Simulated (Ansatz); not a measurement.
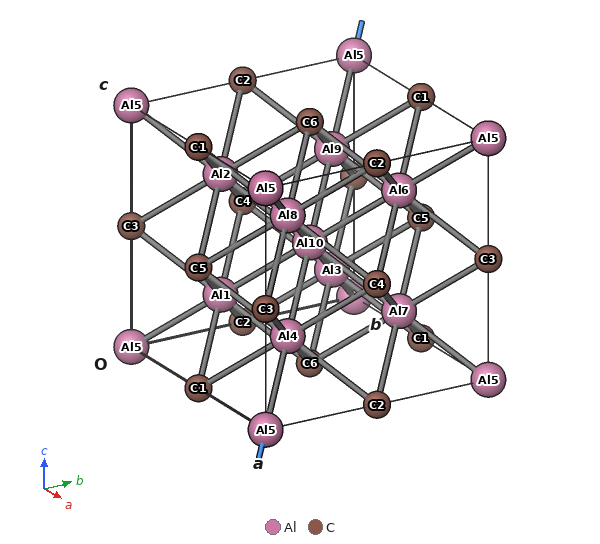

The coloured rod is the axis of a symmetry operation of the crystal. Crystal: Al5C3, the geometry relaxed with Ansatz, DFT PBE, scalar-relativistic, plane waves, PAW; the starting structure was generated, so it need not be a known form of this composition. Geometry calculated from the standardised cell; symmetry tolerance 0.002 Å.

a = 5.771 Å, b = 5.771 Å, c = 5.771 Å, α = 90.00°, β = 90.00°, γ = 90.00°.

```tsv
atom	x	y	z
Al1	0.2500	0.2500	0.2500
Al2	0.2500	0.2500	0.7500
Al3	0.2500	0.7500	0.2500
Al4	0.7500	0.2500	0.2500
Al5	0.0000	0.0000	0.0000
C1	0.5000	0.0000	0.0000
C2	0.0000	0.5000	0.0000
C3	0.0000	0.0000	0.5000
Al6	0.7500	0.7500	0.7500
Al7	0.7500	0.7500	0.2500
Al8	0.7500	0.2500	0.7500
Al9	0.2500	0.7500	0.7500
Al10	0.5000	0.5000	0.5000
C4	0.0000	0.5000	0.5000
C5	0.5000	0.0000	0.5000
C6	0.5000	0.5000	0.0000
```

Take the operation x, y, z → −z+1, −x+1, y.

Q: What kind of operation is it, and where does it lie?

A: It is a 3-fold rotation, about the line along [−1 1 1] through (1/2, 1/2, 1/2).

Q: Onto which atom does it carry each atom (up to whole multiples of a, b and c)?

A: Al1 → Al7, Al2 → Al3, Al3 → Al6, Al4 → Al4, Al5 → Al5, C1 → C2, C2 → C3, C3 → C1, Al6 → Al2, Al7 → Al8, Al8 → Al1, Al9 → Al9, Al10 → Al10, C4 → C5, C5 → C6, C6 → C4.

Q: What is the crystal's space group?

A: Im-3m (No. 229).
